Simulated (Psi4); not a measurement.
# UHSE06/def2-SVPD run of CH5B− (SMILES [BH2-]C)

Aim: the vertical ionisation energy of CH5B− at UHSE06/def2-SVPD, from 2 runs. 

The results are computed with Psi4 1.11.

2 further runs of the same task are left out: 2 set aside as unsound or not needed.

### Step 1. The molecule

CH5B− has 7 atoms, charge -1, and is taken as a doublet. SMILES: `[BH2-]C`. The shape is that of a GFN2-xTB optimisation.

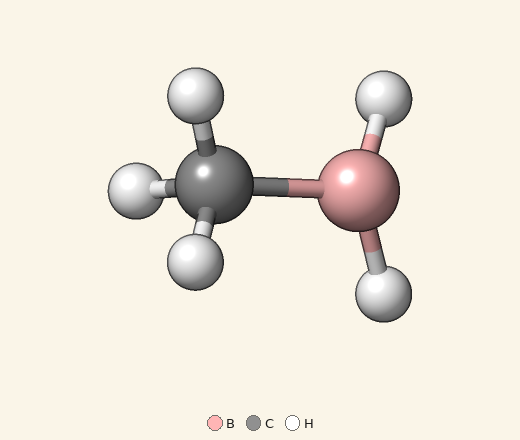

Viewed from a chosen angle; boron pink, carbon grey, hydrogen white.

### Step 2. A single-point energy at UHSE06/def2-SVPD

The input, ch5b.xyz:

```xyz
7
CH5B
B     -0.367620    -0.876680     0.296410
C      0.129860     0.657930    -0.010930
H      0.566410    -1.652080     0.572900
H     -1.111250    -1.340120    -0.587590
H      0.713810     1.090030     0.817870
H      0.779370     0.770230    -0.909000
H     -0.710590     1.350700    -0.179660
```

The input, run.py:

```python
import psi4

psi4.set_memory(1600000000)
psi4.set_num_threads(1)
psi4.core.set_output_file('psi4.out', False)

with open('ch5b.xyz') as f:
    atoms = ''.join(f.readlines()[2:])
m = psi4.geometry('-1 2\n' + atoms + 'symmetry c1\nno_reorient\nno_com')

options = {'reference': 'uks', 'puream': True, 'e_convergence': 1e-09, 'd_convergence': 1e-08, 'scf_type': 'pk', 'dft_radial_points': 99, 'dft_spherical_points': 590, 'maxiter': 200}
psi4.set_options(options)

e_tot, wfn = psi4.energy('hse06/def2-SVPD', molecule=m, return_wfn=True)
psi4.oeprop(wfn, 'DIPOLE', 'MAYER_INDICES', 'LOWDIN_CHARGES')
print(f'hse06/def2-SVPD energy: {e_tot:.10f} Eh')
```

The run is started by

```sh
$ python run.py
```

psi4.out:

```text
[...]
  Running in c1 symmetry.
[...]
  Nuclear repulsion =   30.809888872353742
[...]
  Multiplicity = 2
[...]
  Nalpha       = 9
  Nbeta        = 8
[...]
    Number of basis functions: 80
[...]
   @UKS iter   1:   -65.40724668331737   -2.63156e-01   9.34928e-03 ADIIS/DIIS
[...]
   @UKS iter  12:   -65.78163058350026   -9.89601e-10   6.14265e-09 DIIS
[...]
   @S^2 Observed:                7.531584170E-01
[...]
    Orbital Energies [Eh]
    ---------------------
    Alpha Occupied:
       1A     -9.994192     2A     -6.508291     3A     -0.475005
       4A     -0.237717     5A     -0.187692     6A     -0.182830
       7A     -0.080432     8A     -0.063105     9A      0.084688
    Alpha Virtual:
      10A      0.172167    11A      0.193537    12A      0.260854
      13A      0.262058    14A      0.271634    15A      0.274348
      16A      0.290336    17A      0.301922    18A      0.315232
      19A      0.354869    20A      0.358861    21A      0.369340
      22A      0.372032    23A      0.386965    24A      0.450819
      25A      0.458675    26A      0.479907    27A      0.486404
[...]
  @UKS Final Energy:   -65.78163058350026
   => Energetics <=
    Nuclear Repulsion Energy =             30.8098888723537421
    One-Electron Energy =                -151.4223293559513479
    Two-Electron Energy =                  63.7281860964410143
    DFT Exchange-Correlation Energy =      -8.8973761963436626
    Empirical Dispersion Energy =           0.0000000000000000
    VV10 Nonlocal Energy =                  0.0000000000000000
    Total Energy =                        -65.7816305835002595
[...]
 Multipole Moments:
 ------------------------------------------------------------------------------------
     Multipole            Electronic (a.u.)      Nuclear  (a.u.)        Total (a.u.)
 ------------------------------------------------------------------------------------
 L = 1.  Multiply by 2.5417464519 to convert [e a0] to [Debye]
 Dipole X            :          2.3192283           -1.5518242            0.7674041
 Dipole Y            :          1.9063414           -0.4101840            1.4961575
 Dipole Z            :         -2.8454957            2.1372614           -0.7082343
 Magnitude           :                                                    1.8245525
[...]
```

Standard output:

```text
hse06/def2-SVPD energy: -65.7816305835 Eh
```

Run time: 34 s. Hardware: 1 thread of Intel Xeon 6975P-C (Granite Rapids), shared host; peak memory 0.79 GiB.

### Step 3. Singlet neutral CH5B at the same level

The input, job.inp:

```
memory 1.6 GB

molecule molecule1 {
  0 1
  B
  C 1 1.642246
  H 1 1.245032 2 113.34578
  H 1 1.244676 3 111.96512 2 129.72848
  H 2 1.102097 1 112.71469 4 174.94434
  H 2 1.114004 5 104.9397 1 -125.79125
  H 2 1.10216 5 105.82662 6 -110.6702
  units angstrom
  symmetry c1
  no_reorient
  no_com
}

set {
  puream               true
  e_convergence        1e-09
  d_convergence        1e-08
  scf_type             pk
  dft_radial_points    99
  dft_spherical_points 590
}

energy("hse06/def2-SVPD")
```

The run is started by

```sh
$ psi4 -i job.inp -o job.out -n 1
```

job.out:

```text
[...]
  Running in c1 symmetry.
[...]
  Nuclear repulsion =   30.809886340462494
[...]
  Multiplicity = 1
[...]
  Nalpha       = 8
  Nbeta        = 8
[...]
    Number of basis functions: 80
[...]
   @RKS iter   1:   -65.56206577339864   -4.17975e-01   7.66455e-03 ADIIS/DIIS
[...]
   @RKS iter  10:   -65.77409972247850   -4.19647e-11   2.88289e-09 DIIS
[...]
    Orbital Energies [Eh]
    ---------------------
    Doubly Occupied:
       1A    -10.207070     2A     -6.808117     3A     -0.689938
       4A     -0.478693     5A     -0.399518     6A     -0.391514
       7A     -0.320076     8A     -0.308132
[...]
  @RKS Final Energy:   -65.77409972247850
   => Energetics <=
    Nuclear Repulsion Energy =             30.8098863404624943
    One-Electron Energy =                -147.6613493260935002
    Two-Electron Energy =                  59.7845575102915490
    DFT Exchange-Correlation Energy =      -8.7071942471390500
    Empirical Dispersion Energy =           0.0000000000000000
    VV10 Nonlocal Energy =                  0.0000000000000000
    Total Energy =                        -65.7740997224784962
[...]
 Multipole Moments:
 ------------------------------------------------------------------------------------
     Multipole            Electronic (a.u.)      Nuclear  (a.u.)        Total (a.u.)
 ------------------------------------------------------------------------------------
 L = 1.  Multiply by 2.5417464519 to convert [e a0] to [Debye]
 Dipole X            :          0.9232304           -0.7049114            0.2183190
 Dipole Y            :         -0.4392067            0.3351670           -0.1040396
 Dipole Z            :         -1.4417688            1.6022262            0.1604574
 Magnitude           :                                                    0.2902310
[...]
```

Wall time 22 s (1 thread of Intel Xeon 6975P-C (Granite Rapids), shared host); peak memory 0.79 GiB.

### Step 4. Summary of results

Level: UHSE06/def2-SVPD.

```
                                           quantity         value
                        doublet CH5B−: total energy  -65.78163 Eh
  doublet CH5B−: HOMO energy (highest over α and β)       2.30 eV
   doublet CH5B−: LUMO energy (lowest over α and β)       4.68 eV
                                doublet CH5B−: ⟨S²⟩         0.753
                 singlet neutral CH5B: total energy  -65.77410 Eh
                singlet neutral CH5B: dipole moment        0.74 D
                  singlet neutral CH5B: HOMO energy      -8.38 eV
                  singlet neutral CH5B: LUMO energy      -2.55 eV
                singlet neutral CH5B: HOMO–LUMO gap       5.83 eV
vertical detachment energy (to the singlet neutral)      0.205 eV
```

In words: The vertical ionisation energy comes to 0.20 eV (19.8 kJ/mol). Only the singlet of the ionised species was computed; a triplet could lie lower. The HOMO (doublet CH5B−) lies at positive energy, 2.30 eV; only total energies tell whether the electron is bound.
